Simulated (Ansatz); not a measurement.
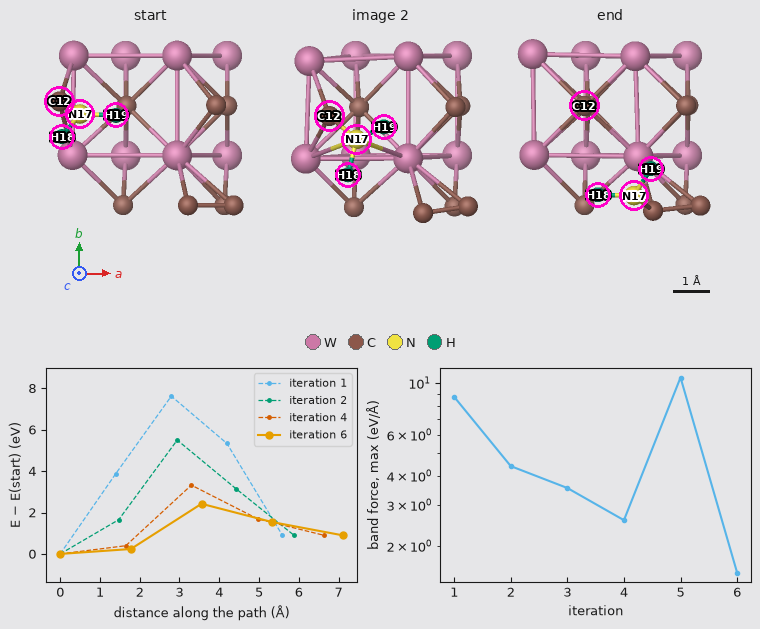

NEB run on NH2 on WC(100) (19 atoms in the cell). Images are numbered from 0 (start) to 4 (end). The plot follows the band through its iterations. Style: ball-and-stick. Shown: the simulation cell, with the vacuum cut short (origin moved), along the c axis. The atoms that move most are ringed. Bonds to atoms that aren't drawn are left out.

Computed with DFT PBE, scalar-relativistic, plane waves, PAW (Ansatz). Settings: plane-wave cutoff 420 eV; k-point mesh 4 × 4 × 1; Fermi-Dirac smearing 0.05 eV; 4 atoms held fixed; 3 movable images; climbing image; force threshold 0.05 eV/Å; iteration limit 6.

Q: Judge this run.

A: The result isn't final. The band hadn't converged when the run stopped after 6 iterations. The largest component of the band force went from 8.7 to 1.5 eV/Å. The barrier read from it is provisional: over the last two iterations the highest image moved from 3.32 eV to 2.42 eV. The iteration limit was low. The first iteration put the highest image at 7.62 eV. The energy climbs by 2.42 eV to image 2 and then falls by 1.53 eV, so the end point sits at +0.89 eV.

Limits of the set-up: the periodic images lie only 5.6 Å apart, so the values are limited by the cell's size.

The run took 6.2 min on 4 threads of Arm Neoverse V1 (shared host), peak memory 2.6 GiB.

PAW datasets: the set soft_1.
